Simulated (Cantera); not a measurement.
Feed: 1 mol Al₂O₃, 0.049 mol C, 4.3 mol N₂, equilibrated at 2573 K.

Cantera equilibrium calculation (NASA polynomials, part measured and part estimated; ideal gas, pure solids and liquids). Candidate condensed phases: Al, AlN, Al₂O₃, C; 32 gas species. Kinetics and transport are ignored.

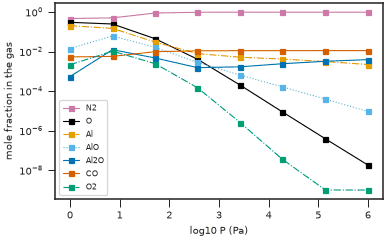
Equilibrium gas composition (values under 1e-9 drawn at 1e-9)

From 0.00750 Torr to 0.0540 Torr nothing is condensed. From 0.390 Torr to 7500 Torr the condensed part is Al₂O₃(l). The main Al-bearing gas is Al at 0.00750 Torr and Al₂O at 7500 Torr.
